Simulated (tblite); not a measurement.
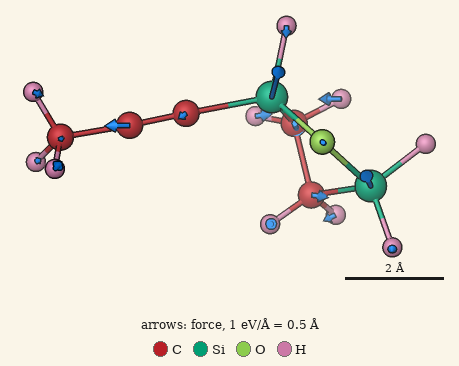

Starting geometry of C₅H₁₀OSi₂ with the computed forces as blue arrows. The picture is a ball-and-stick view, seen at a tilt.

Theory: GFN2-xTB geometry optimisation, gas phase in tblite. 

**What follows when this structure is relaxed?**

It isn't relaxed: the largest force vector, on a Si atom, is 2.92 eV/Å. The final displacements have little in common with the starting forces (cosine between the two patterns 0.21). The energy falls by 75.6 kJ/mol in 91 geometry steps. The largest move after the best rigid fit is that of an H atom, 0.91 Å. By element the largest moves are H 0.91 Å, O 0.32 Å, C 0.30 Å, Si 0.23 Å. Some distances before and after: O–Si 1.735 → 1.635 Å, C–Si 1.825 → 1.911 Å, O–Si 1.726 → 1.647 Å, H–Si 1.498 → 1.459 Å. Among the angles between lasting bonds that change: Si–O–Si 103.8° → 119.9°, C–C–Si 98.6° → 107.7°, H–C–H 114.6° → 106.3°. Cost: 1.3 s on 1 thread of Arm Neoverse N1 (shared host).
